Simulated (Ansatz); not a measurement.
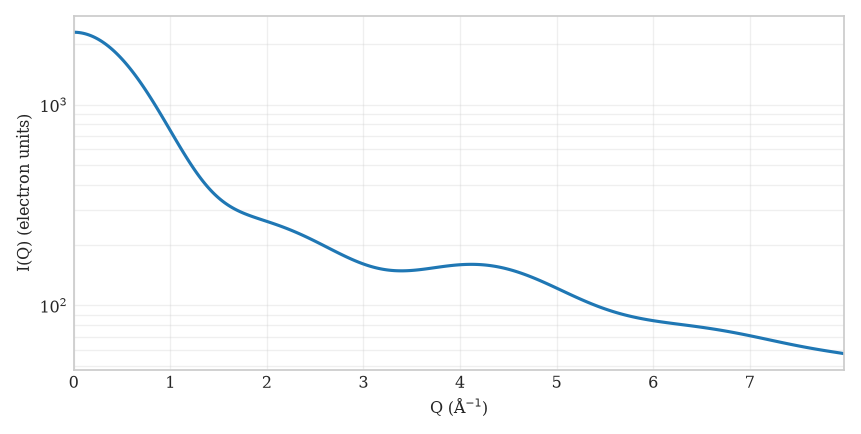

Elastic X-ray scattering of a randomly oriented, rigid molecule, calculated with the Debye equation from neutral-atom form factors (independent atoms, no Compton part, no vibration). The geometry is the end point of an optimisation (RKS r2SCAN-D4/6-31G* in Ansatz); it may be a saddle point or a higher isomer. It contains N, Al, P, H.

### How many electrons does the independent-atom model of the molecule hold?

I(0) is the square of the electron number: I(0) = 2300, so about 48 electrons, the count of AlH6N2P.

### What radius of gyration does the initial fall-off give?

From I(Q) ≈ I(0) exp(−Q²R²/3) at small Q, R ≈ 1.94 Å. It is larger than the electron-weighted radius of the nuclear positions alone (1.78 Å), because each atom's electron cloud adds to it.
